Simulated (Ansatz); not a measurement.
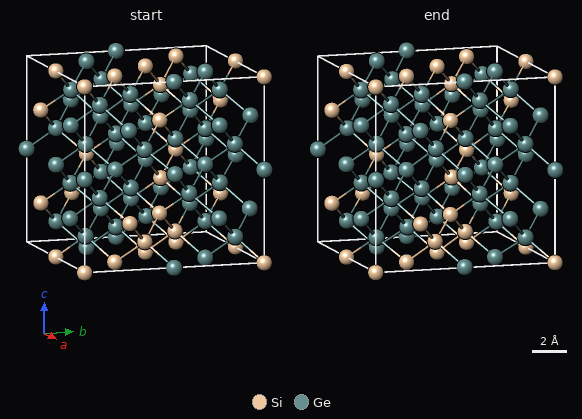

The structure of crystalline Si16Ge48 (a generated structure, set up in P1) before (left) and after (right) a relaxation, at one scale.

The picture is a ball-and-stick view of the cell of the calculation, seen slightly off an axis.

Computed with DFT, PBEsol, PAW, plane waves (Ansatz 0.2.0). Settings: plane-wave cutoff 420 eV; k-point mesh 1 × 1 × 1; mesh shifted by (0.25, 0.25, 0.25); no spin polarisation; cell relaxed at fixed shape; force threshold 0.03 eV/Å; at most 80 steps.

### Summarise the run.

The energy falls by 13.6 meV per atom in 3 geometry steps. Largest force component: 0.92 eV/Å at the start, 0.015 eV/Å at the end. The pressure goes from −0.24 to −0.01 GPa. The atom that moves furthest relative to the cell is a Ge atom (0.087 Å roughly along [1 0 −3]). By element the largest moves are Ge 0.087 Å, Si 0.081 Å. The drawn cell changes as follows: a = b = c 11.230 → 11.211 Å (−0.2 %); the volume changes by −0.5 %. Among the contacts that change: Ge–Ge 2.352 → 2.457 Å, Si–Si 2.473 → 2.371 Å, Si–Si 2.455 → 2.359 Å, Ge–Si 2.499 → 2.410 Å. Bond angles that change, for instance: Si–Ge–Ge 107.5° → 111.7°, Si–Ge–Ge 113.9° → 109.8°, Ge–Si–Ge 112.9° → 108.9°. The space group stays P1 (No. 1). Cost: 7.9 s on 1 × NVIDIA GB300 Max-Q with 8 threads of Arm Neoverse-V2, peak memory 2.2 GiB.
